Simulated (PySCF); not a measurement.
B(H)2(NHiPr), SMILES BNC(C)C at its GFN2-xTB optimised geometry (Å):

```
15

B     -1.6033    -0.5065     0.0000
H     -2.1681    -1.5335    -0.0001
H     -2.1750     0.5169     0.0000
N     -0.2276    -0.5065     0.0000
C      0.6655     0.6340     0.0005
C      1.5336     0.6296     1.2611
C      1.5390     0.6264    -1.2563
H      0.2881    -1.3761     0.0003
H      0.0419     1.5335    -0.0019
H      2.1694     1.5108     1.2868
H      0.9052     0.6259     2.1486
H      2.1676    -0.2553     1.2817
H      2.1750     1.5075    -1.2814
H      2.1731    -0.2585    -1.2720
H      0.9145     0.6207    -2.1465
```

Method: CAM-B3LYP/def2-TZVP run with PySCF 2.14.0.

Map of the electron localisation function on the plane z = 0.8 Å:

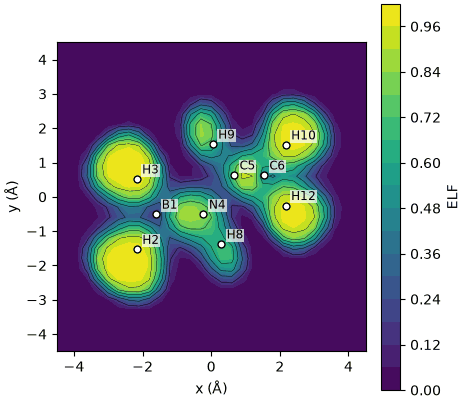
Electron localisation function on the plane z = 0.8 Å.
